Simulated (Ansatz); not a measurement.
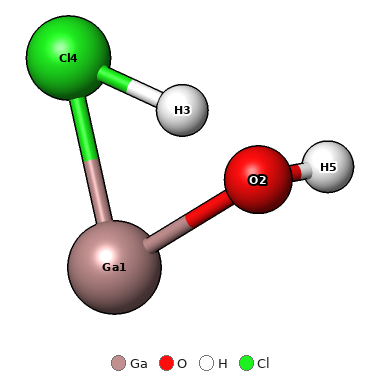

The system is the reacting system ClGaH2O (fragments ClGaH₂O where the first distance is long, ClGa + H₂O where the second is long); the picture shows the reference structure. 
- The first coordinate is: distance O2–H3 (bond that forms); the second: distance Ga1–H3 (bond that breaks).
- Relaxed at each point: all other coordinates.
- Grid: 9 × 9 points.
- Points are written as (first, second).
- Energies are in kcal/mol, from the lowest grid point.
- Energies and slopes of some neighbouring points disagree (a jump in structure or state, or too coarse a mesh). The reference is spin-restricted, so regions where a bond is pulled apart into radicals lie too high.
- Theory: RKS r2SCAN0-D4/def2-SVP in Ansatz 0.2.0.

Its coordinates:

```xyz
5

Ga    0.7176   -1.2930   -0.5482
O     0.0358    0.7890   -0.7057
H    -0.0017    0.3023    0.4675
Cl    0.1392   -0.6747    1.7371
H    -0.8909    0.8763   -0.9507
```

Range: distance O2–H3 (bond that forms) from 0.873 to 2.373 Å; distance Ga1–H3 (bond that breaks) from 1.377 to 3.177 Å.

What will the energy surface look like?

Answer. The lowest grid point is at (0.984 Å, 2.633 Å). The highest grid point, (1.707 Å, 1.377 Å), lies 84 kcal/mol above the lowest.

```
second ↓, first →  0.873  0.984  1.138  1.313  1.504  1.707  1.920  2.142  2.373
            3.177      8      2     15     29     24     22     23     24     25
            2.900      7      1     13     26     23     22     22     24     25
            2.633      6      0     11     24     21     21     23     25     27
            2.377      8      1     10     20     21     23     25     27     30
            2.134     12      5     11     20     24     27     29     32     34
            1.905     21     13     18     27     31     34     37     38     39
            1.695     33     26     31     39     44     46     48     48     46
            1.511     50     40     50     58     62     63     63     62     58
            1.377     71     60     71     79     83     84     82     79     74
```

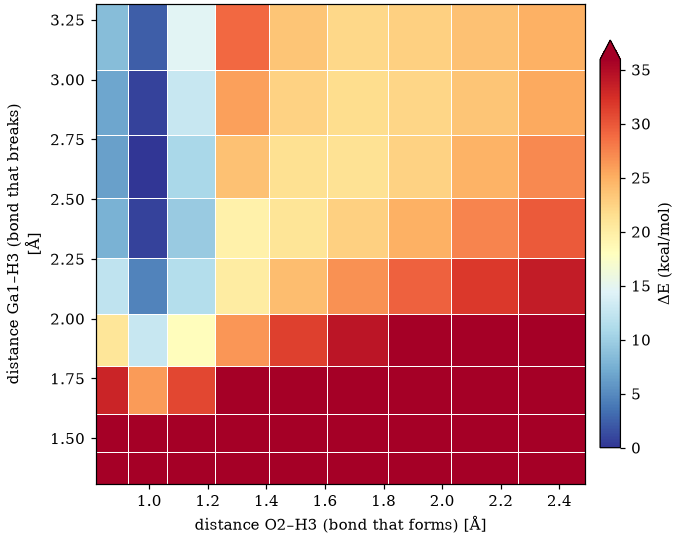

The picture shows one coloured cell a grid point, one colour for all values above the top of the scale.

Each point was launched as `ansatz run input.yaml --threads 1 --pin off --max-ram 2560MiB --backend cpu --events-out ev --progress --plain --runs-dir out`. The whole map (81 points run) took 31 min on 1 thread of Arm Neoverse V1, on a shared host.
